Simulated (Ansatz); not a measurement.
The figure comes from a scan of Mg2Sn (antifluorite type, space group Fm-3m): volume and axial ratio are varied about the relaxed values (subscript 0). Calculation: PBE (plane waves to 420 eV, PAW, scalar-relativistic; Ansatz, a program for electronic structure). k mesh 12×12×12 (Γ-centred), Fermi-Dirac smearing 0.05 eV. E stands for the smeared free energy. With partly filled bands, the response to shear is sensitive to the k mesh, so small differences along c/a are uncertain. At this level the bands of Mg2Sn touch or barely overlap; measurements give the solid a gap. Mg2Sn was relaxed with its symmetry unable to fall. The zero of ΔE is the relaxed starting cell.

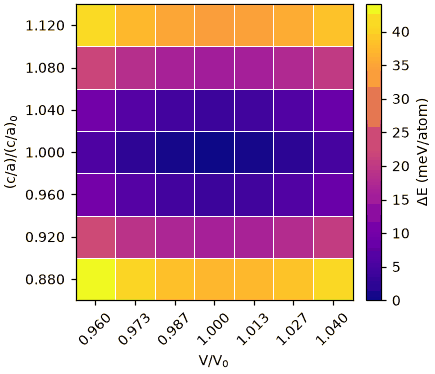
*ΔE (meV/atom), one tile a computed point.*

Problem. List the plotted points as numbers.

Solution. To the nearest 5:

ΔE (meV/atom), with V/V₀ across and (c/a)/(c/a)₀ down:

```
(c/a)/(c/a)₀ \ V/V₀  0.960  0.973  0.987  1.000  1.013  1.027  1.040
-------------------  -----  -----  -----  -----  -----  -----  -----
0.880                   45     40     40     35     35     40     40
0.920                   20     20     15     15     15     20     20
0.960                   10      5      5      5      5      5     10
1.000                    5      5      0      0      0      0      5
1.040                   10      5      5      5      5      5     10
1.080                   20     20     15     15     15     15     20
1.120                   40     35     35     35     35     35     40
```

(Under strain, the slope of the energy per volume gives the stress and its curvature an elastic modulus.)
